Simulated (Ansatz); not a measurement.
# SiH₄Br (doublet): B2PLYP, RPA-PBE over a scan of the distance Si1–H5 along a hydrogen transfer, cc-pVDZ

How well do these functionals follow the top wave-function level for SiH₄Br (doublet) over a scan of the distance Si1–H5 along a hydrogen transfer?

Method: cc-pVDZ, all electrons in the functionals, frozen cores in the correlation of double hybrids and RPA; program: Ansatz 0.2.0, Gaussian basis.

To be run: B2PLYP, RPA-PBE, at 1.485 Å; 1.545 Å; 1.665 Å; 1.786 Å; 1.906 Å.

**1. What is computed**

The geometry derives from fragments relaxed apart (PBE0/def2-TZVP) and kept rigid, so it is no stationary point. A hydrogen atom is moved between rigid fragments. No spin-orbit coupling is included. The filled d shell of Br may be among the frozen orbitals whatever the setting's name suggests; the logs give the count.

6 atoms, charge 0, spin multiplicity 2.

Atoms are counted from 1 here; the program's logs count them from 0.

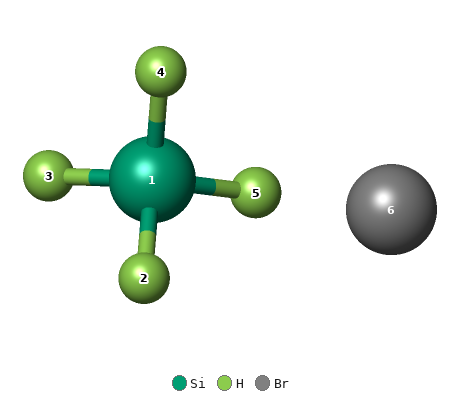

The geometry (silicon teal, hydrogen green, bromine grey); atoms are numbered from 1 in the order of the file.

No dispersion term is added.

The geometry shown and the zero of energy belong to the point 1.485 Å. The yardstick, UCCSDT(Q), and other wave-function levels (R restricted, U unrestricted, valence and pair active spaces) come from earlier runs.

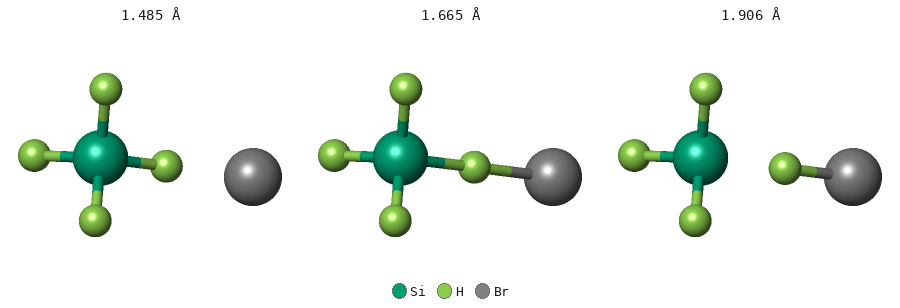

Three points of the scan; sticks are drawn by distance.

**2. B2PLYP, 1.485 Å**

The input, in.yaml:

```yaml
crystal:
  periodic: [false, false, false]
  atoms:
    - {symbol: Si, position_ang: [-2.450875, 0.000000, 0.000000]}
    - {symbol: H, position_ang: [-2.945747, 1.399708, 0.000001]}
    - {symbol: H, position_ang: [-2.945747, -0.699854, 1.212183]}
    - {symbol: H, position_ang: [-2.945747, -0.699854, -1.212182]}
    - {symbol: H, position_ang: [-0.966260, 0.000000, 0.000000]}
    - {symbol: Br, position_ang: [0.985125, 0.000000, 0.000000]}
basis:
  gaussian: {orbitals: cc-pVDZ}
magnetization: {spin_polarized: true, initial_magnetization: 1}
hamiltonian: {xc: {name: B2PLYP}}
correlation: {electrons: outside_noble_gas}
```

Run with:

```bash
$ ansatz run in.yaml --threads 1 --pin off --events-out ev --progress --plain --max-ram 2816MiB --backend cpu
```

Standard output:

```text
Functional definition: B2PLYP
  name "B2PLYP"
  cite "Grimme, J. Chem. Phys. 124, 034108 (2006) doi:10.1063/1.2148954"
  cite "Becke, Phys. Rev. A 38, 3098 (1988) doi:10.1103/PhysRevA.38.3098"
  cite "Lee, Yang & Parr, Phys. Rev. B 37, 785 (1988) doi:10.1103/PhysRevB.37.785"
  parameter a = 0.53
  parameter c = 0.27
  exchange = (1 - a)*b88_x + a*exact_x
  correlation = (1 - c)*lyp_c + c*(mp2_os + mp2_ss)
670 factors; integrals over basis functions are off by at most 1.2e-3 eV
mean field evaluation 1: about -77968.8077 eV, gradient 5.2e0 eV
mean field evaluation 2: about -77968.8075 eV, gradient 5.2e0 eV
mean field evaluation 4: about -77969.1692 eV, gradient 8.0e-1 eV
mean field evaluation 8: about -77969.1804 eV, gradient 2.8e-2 eV
mean field evaluation 16: about -77969.1804 eV, gradient 1.5e-5 eV
mean field -77969.18042115 eV, -2865.3145310687 hartree, gradient 3.7e-6 eV, S^2 0.755729; 2 other end points of the search recorded, 0 dependent functions left out
19 core orbitals not correlated: weight in the atoms' cores, before any rotation towards them, 1.000 or more for the frozen orbitals, at most 0.000 for the correlated occupied ones
reference -77969.18056862 eV, -2865.3145364881 hartree; 8, 7 occupied and 38, 39 virtual orbitals, 670 factors
second order -7.38225746 eV of doubles, -0.00000000 eV of singles
Total energy: -77971.17377814 eV, -2865.3877855867 hartree
```

It took 3.1 s on 1 thread of AMD EPYC 7R13, shared host.

From the report: ⟨S²⟩ of the determinant 0.756 (pure doublet: 0.75).

**3. B2PLYP, 1.545 Å**

The input, in.yaml:

```yaml
crystal:
  periodic: [false, false, false]
  atoms:
    - {symbol: Si, position_ang: [-2.451419, 0.000000, 0.000000]}
    - {symbol: H, position_ang: [-2.946291, 1.399708, 0.000001]}
    - {symbol: H, position_ang: [-2.946290, -0.699854, 1.212183]}
    - {symbol: H, position_ang: [-2.946291, -0.699854, -1.212182]}
    - {symbol: H, position_ang: [-0.906419, 0.000000, 0.000000]}
    - {symbol: Br, position_ang: [0.984581, 0.000000, 0.000000]}
basis:
  gaussian: {orbitals: cc-pVDZ}
magnetization: {spin_polarized: true, initial_magnetization: 1}
hamiltonian: {xc: {name: B2PLYP}}
correlation: {electrons: outside_noble_gas}
```

Launched as before.

Standard output (excerpt; [...] marks lines left out):

```text
Functional definition: B2PLYP
  name "B2PLYP"
  cite "Grimme, J. Chem. Phys. 124, 034108 (2006) doi:10.1063/1.2148954"
  cite "Becke, Phys. Rev. A 38, 3098 (1988) doi:10.1103/PhysRevA.38.3098"
  cite "Lee, Yang & Parr, Phys. Rev. B 37, 785 (1988) doi:10.1103/PhysRevB.37.785"
[...]
672 factors; integrals over basis functions are off by at most 1.1e-3 eV
[...]
mean field -77969.18268017 eV, -2865.3146140860 hartree, gradient 4.2e-6 eV, S^2 0.757084; 2 other end points of the search recorded, 0 dependent functions left out
19 core orbitals not correlated: weight in the atoms' cores, before any rotation towards them, 1.000 or more for the frozen orbitals, at most 0.000 for the correlated occupied ones
reference -77969.18282730 eV, -2865.3146194931 hartree; 8, 7 occupied and 38, 39 virtual orbitals, 672 factors
second order -7.44393312 eV of doubles, -0.00000000 eV of singles
Total energy: -77971.19268925 eV, -2865.3884805571 hartree
```

Run time: 2.9 s. Hardware: 1 thread of AMD EPYC 7R13, shared host.

From the report: ⟨S²⟩ of the determinant 0.757 (pure doublet: 0.75).

From 1.485 Å: -0.4 kcal/mol.

**4. B2PLYP, 1.665 Å**

The input, in.yaml:

```yaml
crystal:
  periodic: [false, false, false]
  atoms:
    - {symbol: Si, position_ang: [-2.452498, 0.000000, 0.000000]}
    - {symbol: H, position_ang: [-2.947370, 1.399708, 0.000001]}
    - {symbol: H, position_ang: [-2.947370, -0.699854, 1.212183]}
    - {symbol: H, position_ang: [-2.947370, -0.699854, -1.212182]}
    - {symbol: H, position_ang: [-0.787498, 0.000000, 0.000000]}
    - {symbol: Br, position_ang: [0.983502, 0.000000, 0.000000]}
basis:
  gaussian: {orbitals: cc-pVDZ}
magnetization: {spin_polarized: true, initial_magnetization: 1}
hamiltonian: {xc: {name: B2PLYP}}
correlation: {electrons: outside_noble_gas}
```

Launched as before.

Standard output (excerpt; [...] marks lines left out):

```text
Functional definition: B2PLYP
  name "B2PLYP"
  cite "Grimme, J. Chem. Phys. 124, 034108 (2006) doi:10.1063/1.2148954"
  cite "Becke, Phys. Rev. A 38, 3098 (1988) doi:10.1103/PhysRevA.38.3098"
  cite "Lee, Yang & Parr, Phys. Rev. B 37, 785 (1988) doi:10.1103/PhysRevB.37.785"
[...]
672 factors; integrals over basis functions are off by at most 1.2e-3 eV
[...]
mean field -77969.10376521 eV, -2865.3117140148 hartree, gradient 1.2e-6 eV, S^2 0.760510; 2 other end points of the search recorded, 0 dependent functions left out
19 core orbitals not correlated: weight in the atoms' cores, before any rotation towards them, 1.000 or more for the frozen orbitals, at most 0.000 for the correlated occupied ones
reference -77969.10391194 eV, -2865.3117194069 hartree; 8, 7 occupied and 38, 39 virtual orbitals, 672 factors
second order -7.56859595 eV of doubles, -0.00000000 eV of singles
Total energy: -77971.14743284 eV, -2865.3868174150 hartree
```

Run time: 3.1 s. Hardware: 1 thread of AMD EPYC 7R13, shared host.

From the report: ⟨S²⟩ of the determinant 0.761 (pure doublet: 0.75).

From 1.485 Å: +0.6 kcal/mol.

**5. B2PLYP, 1.786 Å**

The input, in.yaml:

```yaml
crystal:
  periodic: [false, false, false]
  atoms:
    - {symbol: Si, position_ang: [-2.453587, 0.000000, 0.000000]}
    - {symbol: H, position_ang: [-2.948459, 1.399708, 0.000001]}
    - {symbol: H, position_ang: [-2.948458, -0.699854, 1.212183]}
    - {symbol: H, position_ang: [-2.948459, -0.699854, -1.212182]}
    - {symbol: H, position_ang: [-0.667587, 0.000000, 0.000000]}
    - {symbol: Br, position_ang: [0.982413, 0.000000, 0.000000]}
basis:
  gaussian: {orbitals: cc-pVDZ}
magnetization: {spin_polarized: true, initial_magnetization: 1}
hamiltonian: {xc: {name: B2PLYP}}
correlation: {electrons: outside_noble_gas}
```

Launched as before.

Standard output (excerpt; [...] marks lines left out):

```text
Functional definition: B2PLYP
  name "B2PLYP"
  cite "Grimme, J. Chem. Phys. 124, 034108 (2006) doi:10.1063/1.2148954"
  cite "Becke, Phys. Rev. A 38, 3098 (1988) doi:10.1103/PhysRevA.38.3098"
  cite "Lee, Yang & Parr, Phys. Rev. B 37, 785 (1988) doi:10.1103/PhysRevB.37.785"
[...]
670 factors; integrals over basis functions are off by at most 1.8e-3 eV
[...]
mean field -77969.01552875 eV, -2865.3084713848 hartree, gradient 4.2e-6 eV, S^2 0.762031; 0 other end points of the search recorded, 0 dependent functions left out
19 core orbitals not correlated: weight in the atoms' cores, before any rotation towards them, 1.000 or more for the frozen orbitals, at most 0.000 for the correlated occupied ones
reference -77969.01567573 eV, -2865.3084767860 hartree; 8, 7 occupied and 38, 39 virtual orbitals, 670 factors
second order -7.66200862 eV of doubles, -0.00000000 eV of singles
Total energy: -77971.08441806 eV, -2865.3845016643 hartree
```

Wall time 2.3 s (1 thread of AMD EPYC 7R13, shared host).

From the report: ⟨S²⟩ of the determinant 0.762 (pure doublet: 0.75).

From 1.485 Å: +2.1 kcal/mol.

**6. B2PLYP, 1.906 Å**

The input, in.yaml:

```yaml
crystal:
  periodic: [false, false, false]
  atoms:
    - {symbol: Si, position_ang: [-2.454667, 0.000000, 0.000000]}
    - {symbol: H, position_ang: [-2.949539, 1.399708, 0.000001]}
    - {symbol: H, position_ang: [-2.949538, -0.699854, 1.212183]}
    - {symbol: H, position_ang: [-2.949539, -0.699854, -1.212182]}
    - {symbol: H, position_ang: [-0.548667, 0.000000, 0.000000]}
    - {symbol: Br, position_ang: [0.981333, 0.000000, 0.000000]}
basis:
  gaussian: {orbitals: cc-pVDZ}
magnetization: {spin_polarized: true, initial_magnetization: 1}
hamiltonian: {xc: {name: B2PLYP}}
correlation: {electrons: outside_noble_gas}
```

The command is unchanged.

Standard output (excerpt; [...] marks lines left out):

```text
Functional definition: B2PLYP
  name "B2PLYP"
  cite "Grimme, J. Chem. Phys. 124, 034108 (2006) doi:10.1063/1.2148954"
  cite "Becke, Phys. Rev. A 38, 3098 (1988) doi:10.1103/PhysRevA.38.3098"
  cite "Lee, Yang & Parr, Phys. Rev. B 37, 785 (1988) doi:10.1103/PhysRevB.37.785"
[...]
670 factors; integrals over basis functions are off by at most 1.3e-3 eV
[...]
mean field -77968.96672291 eV, -2865.3066778031 hartree, gradient 1.9e-6 eV, S^2 0.759075; 0 other end points of the search recorded, 0 dependent functions left out
19 core orbitals not correlated: weight in the atoms' cores, before any rotation towards them, 1.000 or more for the frozen orbitals, at most 0.000 for the correlated occupied ones
reference -77968.96687077 eV, -2865.3066832371 hartree; 8, 7 occupied and 38, 39 virtual orbitals, 670 factors
second order -7.68127165 eV of doubles, -0.00000000 eV of singles
Total energy: -77971.04081412 eV, -2865.3828992492 hartree
```

It took 2.4 s on 1 thread of AMD EPYC 7R13, shared host.

From the report: ⟨S²⟩ of the determinant 0.759 (pure doublet: 0.75).

From 1.485 Å: +3.1 kcal/mol.

**7. RPA-PBE, 1.485 Å**

The input, in.yaml:

```yaml
crystal:
  periodic: [false, false, false]
  atoms:
    - {symbol: Si, position_ang: [-2.450875, 0.000000, 0.000000]}
    - {symbol: H, position_ang: [-2.945747, 1.399708, 0.000001]}
    - {symbol: H, position_ang: [-2.945747, -0.699854, 1.212183]}
    - {symbol: H, position_ang: [-2.945747, -0.699854, -1.212182]}
    - {symbol: H, position_ang: [-0.966260, 0.000000, 0.000000]}
    - {symbol: Br, position_ang: [0.985125, 0.000000, 0.000000]}
basis:
  gaussian: {orbitals: cc-pVDZ}
magnetization: {spin_polarized: true, initial_magnetization: 1}
hamiltonian: {xc: {name: PBE}}
correlation: {method: rpa, electrons: outside_noble_gas}
```

The command is unchanged.

Standard output (excerpt; [...] marks lines left out):

```text
Functional definition: PBE
  name "PBE"
  cite "Perdew, Burke & Ernzerhof, Phys. Rev. Lett. 77, 3865 (1996) doi:10.1103/PhysRevLett.77.3865"
  parent pbe
[...]
670 factors; integrals over basis functions are off by at most 1.2e-3 eV
[...]
mean field -77971.72062228 eV, -2865.4078817382 hartree, gradient 5.5e-6 eV, S^2 0.751306; 5 other end points of the search recorded, 0 dependent functions left out
19 core orbitals not correlated: weight in the atoms' cores, before any rotation towards them, 1.000 or more for the frozen orbitals, at most 0.000 for the correlated occupied ones
reference -77921.60202708 eV, -2863.5660573364 hartree; 8, 7 occupied and 38, 39 virtual orbitals, 670 factors
Total energy: -77933.48571812 eV, -2864.0027749268 hartree
```

Run time: 5 s. Hardware: 1 thread of AMD EPYC 7R13, shared host.

From the report: ⟨S²⟩ of the determinant 0.751 (pure doublet: 0.75).

**8. RPA-PBE, 1.545 Å**

The input, in.yaml:

```yaml
crystal:
  periodic: [false, false, false]
  atoms:
    - {symbol: Si, position_ang: [-2.451419, 0.000000, 0.000000]}
    - {symbol: H, position_ang: [-2.946291, 1.399708, 0.000001]}
    - {symbol: H, position_ang: [-2.946290, -0.699854, 1.212183]}
    - {symbol: H, position_ang: [-2.946291, -0.699854, -1.212182]}
    - {symbol: H, position_ang: [-0.906419, 0.000000, 0.000000]}
    - {symbol: Br, position_ang: [0.984581, 0.000000, 0.000000]}
basis:
  gaussian: {orbitals: cc-pVDZ}
magnetization: {spin_polarized: true, initial_magnetization: 1}
hamiltonian: {xc: {name: PBE}}
correlation: {method: rpa, electrons: outside_noble_gas}
```

The command is unchanged.

Standard output (excerpt; [...] marks lines left out):

```text
Functional definition: PBE
  name "PBE"
  cite "Perdew, Burke & Ernzerhof, Phys. Rev. Lett. 77, 3865 (1996) doi:10.1103/PhysRevLett.77.3865"
  parent pbe
[...]
672 factors; integrals over basis functions are off by at most 1.1e-3 eV
[...]
mean field -77971.78531469 eV, -2865.4102591405 hartree, gradient 6.0e-6 eV, S^2 0.751488; 5 other end points of the search recorded, 0 dependent functions left out
19 core orbitals not correlated: weight in the atoms' cores, before any rotation towards them, 1.000 or more for the frozen orbitals, at most 0.000 for the correlated occupied ones
reference -77921.57449155 eV, -2863.5650454244 hartree; 8, 7 occupied and 38, 39 virtual orbitals, 672 factors
Total energy: -77933.48798368 eV, -2864.0028581847 hartree
```

It took 4.1 s on 1 thread of AMD EPYC 7R13, shared host.

From the report: ⟨S²⟩ of the determinant 0.751 (pure doublet: 0.75).

From 1.485 Å: -0.1 kcal/mol.

**9. RPA-PBE, 1.665 Å**

The input, in.yaml:

```yaml
crystal:
  periodic: [false, false, false]
  atoms:
    - {symbol: Si, position_ang: [-2.452498, 0.000000, 0.000000]}
    - {symbol: H, position_ang: [-2.947370, 1.399708, 0.000001]}
    - {symbol: H, position_ang: [-2.947370, -0.699854, 1.212183]}
    - {symbol: H, position_ang: [-2.947370, -0.699854, -1.212182]}
    - {symbol: H, position_ang: [-0.787498, 0.000000, 0.000000]}
    - {symbol: Br, position_ang: [0.983502, 0.000000, 0.000000]}
basis:
  gaussian: {orbitals: cc-pVDZ}
magnetization: {spin_polarized: true, initial_magnetization: 1}
hamiltonian: {xc: {name: PBE}}
correlation: {method: rpa, electrons: outside_noble_gas}
```

The command is unchanged.

Standard output (excerpt; [...] marks lines left out):

```text
Functional definition: PBE
  name "PBE"
  cite "Perdew, Burke & Ernzerhof, Phys. Rev. Lett. 77, 3865 (1996) doi:10.1103/PhysRevLett.77.3865"
  parent pbe
[...]
672 factors; integrals over basis functions are off by at most 1.2e-3 eV
[...]
mean field -77971.81899276 eV, -2865.4114967869 hartree, gradient 2.8e-6 eV, S^2 0.751945; 3 other end points of the search recorded, 0 dependent functions left out
19 core orbitals not correlated: weight in the atoms' cores, before any rotation towards them, 1.000 or more for the frozen orbitals, at most 0.000 for the correlated occupied ones
reference -77921.45217448 eV, -2863.5605503550 hartree; 8, 7 occupied and 38, 39 virtual orbitals, 672 factors
Total energy: -77933.41397773 eV, -2864.0001385164 hartree
```

Run time: 4.1 s. Hardware: 1 thread of AMD EPYC 7R13, shared host.

From the report: ⟨S²⟩ of the determinant 0.752 (pure doublet: 0.75).

From 1.485 Å: +1.7 kcal/mol.

**10. RPA-PBE, 1.786 Å**

The input, in.yaml:

```yaml
crystal:
  periodic: [false, false, false]
  atoms:
    - {symbol: Si, position_ang: [-2.453587, 0.000000, 0.000000]}
    - {symbol: H, position_ang: [-2.948459, 1.399708, 0.000001]}
    - {symbol: H, position_ang: [-2.948458, -0.699854, 1.212183]}
    - {symbol: H, position_ang: [-2.948459, -0.699854, -1.212182]}
    - {symbol: H, position_ang: [-0.667587, 0.000000, 0.000000]}
    - {symbol: Br, position_ang: [0.982413, 0.000000, 0.000000]}
basis:
  gaussian: {orbitals: cc-pVDZ}
magnetization: {spin_polarized: true, initial_magnetization: 1}
hamiltonian: {xc: {name: PBE}}
correlation: {method: rpa, electrons: outside_noble_gas}
```

Launched as before.

Standard output (excerpt; [...] marks lines left out):

```text
Functional definition: PBE
  name "PBE"
  cite "Perdew, Burke & Ernzerhof, Phys. Rev. Lett. 77, 3865 (1996) doi:10.1103/PhysRevLett.77.3865"
  parent pbe
[...]
670 factors; integrals over basis functions are off by at most 1.8e-3 eV
[...]
mean field -77971.79903870 eV, -2865.4107634888 hartree, gradient 3.6e-6 eV, S^2 0.752282; 3 other end points of the search recorded, 0 dependent functions left out
19 core orbitals not correlated: weight in the atoms' cores, before any rotation towards them, 1.000 or more for the frozen orbitals, at most 0.000 for the correlated occupied ones
reference -77921.36317597 eV, -2863.5572797199 hartree; 8, 7 occupied and 38, 39 virtual orbitals, 670 factors
Total energy: -77933.33045541 eV, -2863.9970691277 hartree
```

Wall time 3.7 s (1 thread of AMD EPYC 7R13, shared host).

From the report: ⟨S²⟩ of the determinant 0.752 (pure doublet: 0.75).

From 1.485 Å: +3.6 kcal/mol.

**11. RPA-PBE, 1.906 Å**

The input, in.yaml:

```yaml
crystal:
  periodic: [false, false, false]
  atoms:
    - {symbol: Si, position_ang: [-2.454667, 0.000000, 0.000000]}
    - {symbol: H, position_ang: [-2.949539, 1.399708, 0.000001]}
    - {symbol: H, position_ang: [-2.949538, -0.699854, 1.212183]}
    - {symbol: H, position_ang: [-2.949539, -0.699854, -1.212182]}
    - {symbol: H, position_ang: [-0.548667, 0.000000, 0.000000]}
    - {symbol: Br, position_ang: [0.981333, 0.000000, 0.000000]}
basis:
  gaussian: {orbitals: cc-pVDZ}
magnetization: {spin_polarized: true, initial_magnetization: 1}
hamiltonian: {xc: {name: PBE}}
correlation: {method: rpa, electrons: outside_noble_gas}
```

The command is unchanged.

Standard output (excerpt; [...] marks lines left out):

```text
Functional definition: PBE
  name "PBE"
  cite "Perdew, Burke & Ernzerhof, Phys. Rev. Lett. 77, 3865 (1996) doi:10.1103/PhysRevLett.77.3865"
  parent pbe
[...]
670 factors; integrals over basis functions are off by at most 1.3e-3 eV
[...]
mean field -77971.74588516 eV, -2865.4088101319 hartree, gradient 3.3e-6 eV, S^2 0.752310; 1 other end points of the search recorded, 0 dependent functions left out
19 core orbitals not correlated: weight in the atoms' cores, before any rotation towards them, 1.000 or more for the frozen orbitals, at most 0.000 for the correlated occupied ones
reference -77921.36746685 eV, -2863.5574374067 hartree; 8, 7 occupied and 38, 39 virtual orbitals, 670 factors
Total energy: -77933.27807379 eV, -2863.9951441387 hartree
```

It took 2.7 s on 1 thread of AMD EPYC 7R13, shared host.

From the report: ⟨S²⟩ of the determinant 0.752 (pure doublet: 0.75).

From 1.485 Å: +4.8 kcal/mol.

**12. The comparison**

The yardstick is UCCSDT(Q), where the cluster series has nearly closed. It comes from earlier runs at the same points. Energies in kcal/mol, counted from 1.485 Å; blanks weren't run or aren't comparable.

| level | 1.485 Å | 1.545 Å | 1.665 Å | 1.786 Å | 1.906 Å |
| --- | --- | --- | --- | --- | --- |
| UCCSDT(Q) | 0.0 | -0.1 | 1.6 | 3.1 | 3.7 |
| B2PLYP | 0.0 | -0.4 | 0.6 | 2.1 | 3.1 |
| RPA-PBE | 0.0 | -0.1 | 1.7 | 3.6 | 4.8 |

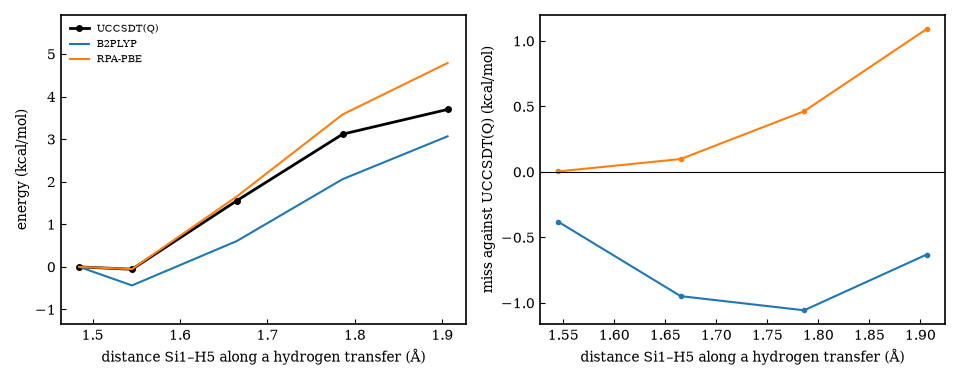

Left: the curves (the axis may cut off levels that run far away). Right: misses against UCCSDT(Q), in the same colours.

Largest miss and mean time a point (UCCSDT(Q) took 5.7 s a point; shared hosts):

| level | largest miss (kcal/mol) | where | time a point |
| --- | --- | --- | --- |
| B2PLYP | -1.1 | 1.786 Å | 2.8 s |
| RPA-PBE | +1.1 | 1.906 Å | 3.9 s |

**13. What came out**

| quantity | value |
| --- | --- |
| span of the UCCSDT(Q) curve | 3.8 kcal/mol |
| largest miss, B2PLYP | -1.1 kcal/mol (1.786 Å) |
| largest miss, RPA-PBE | +1.1 kcal/mol (1.906 Å) |

In words: All of them stay within 1.1 kcal/mol of the yardstick, too close to rank. Functionals and the yardstick converge differently with the basis, so part of each miss in cc-pVDZ is the basis.
